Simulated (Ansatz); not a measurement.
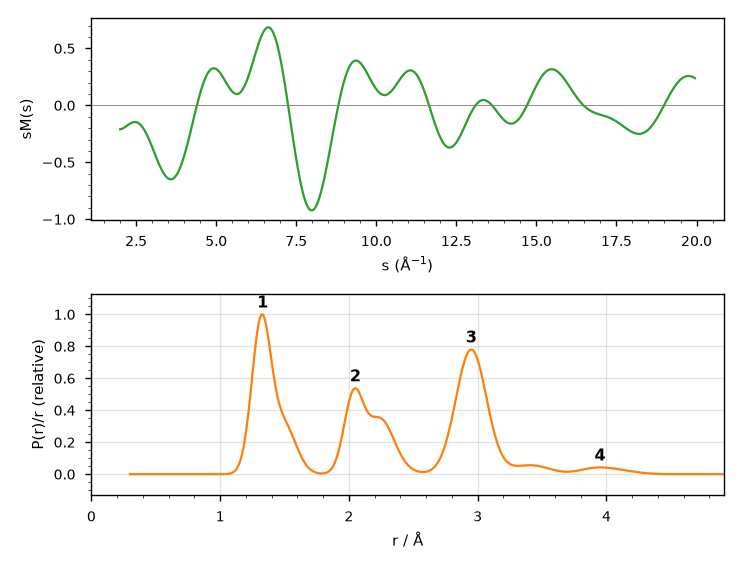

Simulated gas electron diffraction: reduced molecular intensity sM(s) from the Debye equation in the first Born approximation (top) and the radial distribution curve (bottom) of BF2H3Si. Each pair of atoms contributes with weight ZᵢZⱼ/r; damping constant 0.0015 Å²; vibrational amplitudes assumed, not computed: 0.05 Å for bonds, 0.078 Å for bonds to H, 0.06 + 0.015 r up to 0.15 Å for other pairs. The geometry is the end point of an optimisation (RKS PBE0-D4/def2-SVP (Ansatz)); it may be a saddle point or a higher isomer. SMILES: FB(F)[SiH3].

Assign the numbered peaks of the radial distribution curve (– bonded, ··· not bonded).

Answer. Peak 1, 1.33 Å: F–B 1.32 Å (×2), Si–H 1.49–1.50 Å (×3), not resolved
Peak 2, 2.05 Å: Si–B 2.04 Å, F···F 2.24 Å, not resolved
Peak 3, 2.95 Å: Si···F 2.94–2.96 Å (×2)
Peak 4, 3.95 Å: F···H 3.91–4.12 Å (×3), not resolved
